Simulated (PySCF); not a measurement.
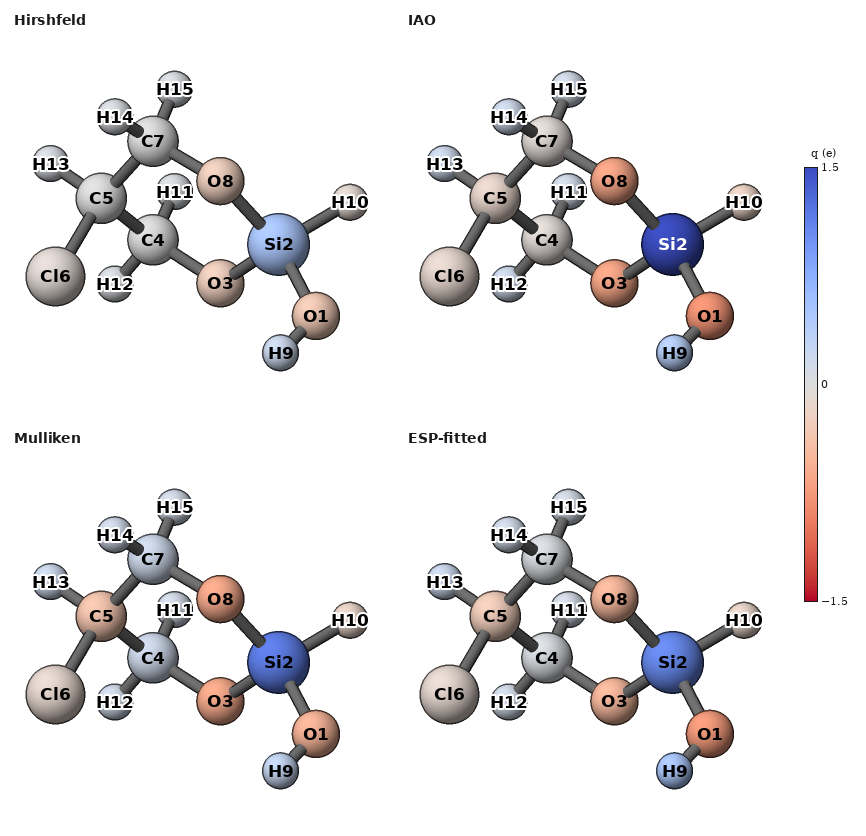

Atomic charges of one calculation by 4 schemes, on one colour scale. Computed geometry: GFN2-xTB optimisation. No frequency run is at hand to confirm it as a minimum. Computed with PBE0/pcSseg-1 (PySCF 2.14.0).

> On which atom do the schemes disagree most?

On Si2 (from 0.49 to 1.49 e).

List the charges (e), one line for each set of equivalent atoms.

```csv
atom,Hirshfeld,IAO,Mulliken,ESP-fitted
O1,−0.30,−0.78,−0.53,−0.74
Si2,0.49,1.49,1.14,1.05
"O3, O8",−0.24,−0.65,−0.62,−0.49
"C4, C7",0.00,−0.05,0.16,0.04
C5,0.00,−0.13,−0.36,−0.27
Cl6,−0.06,−0.11,−0.11,−0.10
H9,0.19,0.37,0.26,0.47
H10,−0.08,−0.19,−0.16,−0.14
"H11, H15",0.04,0.13,0.11,0.10
"H12, H14",0.05,0.16,0.14,0.13
H13,0.06,0.17,0.17,0.18
```

The geometry is semi-empirical. Around Si such bond lengths and angles can be off by a tenth of an ångström or more and by several degrees, and values that hang on the shape move with them.
